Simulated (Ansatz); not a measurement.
System MoS2 (space group P6_3/mmc, No. 194); source of the atomic positions: the geometry relaxed with DFT PBE+D3(BJ), scalar-relativistic, plane waves, PAW in Ansatz 0.2.0.

```
Mo S
1.0
     3.14917    0.00000    0.00000
    -1.57458    2.72726    0.00000
     0.00000    0.00000   12.08985
Mo S
2 4
Direct
  0.33333 0.66667 0.25000
  0.66667 0.33333 0.75000
  0.33333 0.66667 0.62049
  0.66667 0.33333 0.12049
  0.33333 0.66667 0.87951
  0.66667 0.33333 0.37951
```

Describe how the polyhedra about Mo are linked (bonds: Mo–S below 2.7 Å).

Mo: MoS6 trigonal prism, sharing edges with six neighbours.

They form layers of edge-sharing trigonal prisms parallel to (001).

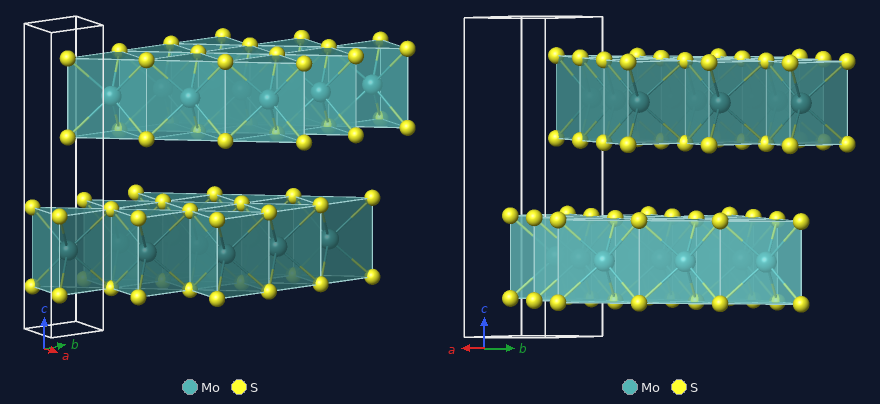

Polyhedra are drawn about Mo (bonds: Mo–S below 2.7 Å); other atoms are plain spheres. Two views of the same piece.
